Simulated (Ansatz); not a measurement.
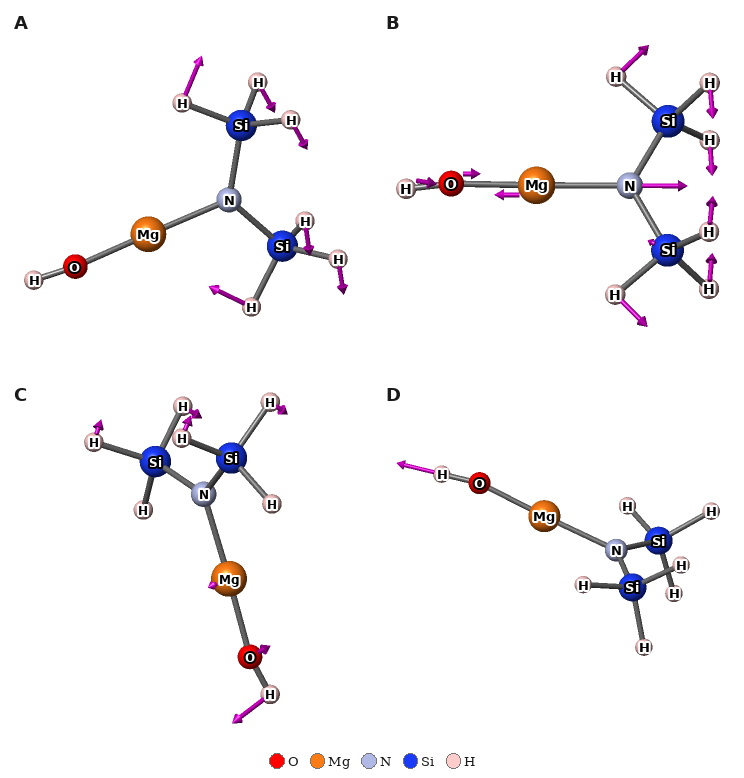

4 normal modes of one molecule or complex, as arrows. Harmonic vibrations computed with RKS PBE0-D4/def2-TZVP (Ansatz 0.2.0) at a stationary point of the same level.

Question: Match the panels to the wavenumbers 84 cm⁻¹, 703 cm⁻¹, 920 cm⁻¹, 4084 cm⁻¹.

Answer: A: 703 cm⁻¹, H–Si–N bending
B: 920 cm⁻¹
C: 84 cm⁻¹, H–O–Mg bending
D: 4084 cm⁻¹, O–H stretching
